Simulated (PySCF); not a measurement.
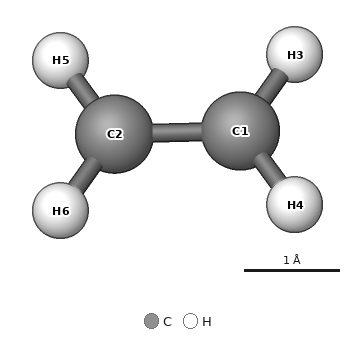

*The structure (ball-and-stick view, seen at a tilt; atoms are numbered from 1 in the order of the input).*

Bond lengths as drawn: C–C 1.33 Å and C–H 1.08 Å.

## C2H4: frequency calculation

The run: frequency calculation of C2H4 (Ethylene), SMILES C=C. Method and program: B3LYP/pcJ-1 displacements along normal modes, gas phase (PySCF 2.14.0).

The input sets isotopic masses.

**Output**
```
mode    cm-1    km/mol   phi_rrr   E(+)/cm-1  E(-)/cm-1
  1    842.08     1.19       0.0     153.29     153.30
  2    969.83    33.36       0.2     176.54     176.35
  3    979.45    83.39      -0.2     178.20     178.32
  4   1065.38     0.00       0.0     192.33     192.33
  5   1235.34     0.00       0.2     222.56     222.68
  6   1378.51     0.02     -85.4     245.20     251.35
  7   1475.72    10.61      17.0     266.43     265.20
  8   1671.63     0.03    -299.2     290.51     312.01
  9   3122.31    16.34     635.3     586.40     540.72
 10   3136.04     0.94   -1004.3     529.92     602.18
 11   3188.94     1.40       1.5     575.85     575.70
 12   3219.21    27.21      -0.6     581.23     581.28
```

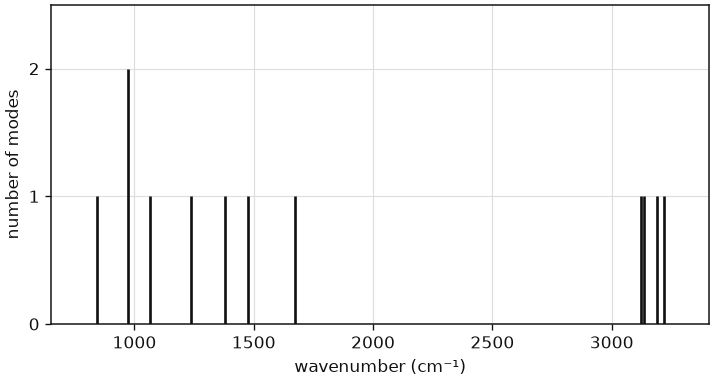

*Harmonic vibrational wavenumbers from the force constants; neighbouring modes closer than 11 cm⁻¹ are counted in one stick.*

12 modes from 842 to 3219 cm⁻¹, none imaginary.

This output came from the following input.

**Input file**
```
{"job": {"xc": "B3LYP", "basis": "pcJ-1", "j": true, "grid": 2, "temperatures": [100, 298.15], "kind": "vib", "mass_numbers": [13, 12, 1, 1, 1, 1]}, "charge": 0, "multiplicity": 1}
C     -0.602377     0.268524    -0.072995
C      0.606540    -0.265870     0.044229
H     -1.335434     0.201257     0.722654
H     -0.908780     0.795311    -0.969409
H      0.912943    -0.792658     0.940643
H      1.339597    -0.198604    -0.751420
```

The first line tells a small driver script what to run in PySCF; the rest is the geometry in Å.

Run as:
```bash
OMP_NUM_THREADS=1 python <driver script> task.json out
```

**Results in brief**

| quantity | value |
| --- | --- |
| outcome | converged |
| wavenumbers, lowest and highest | 842 and 3219 cm⁻¹ |
| hardware | 1 CPU thread, shared host |
| wall time | 80 s |
| peak memory | 0.43 GiB |
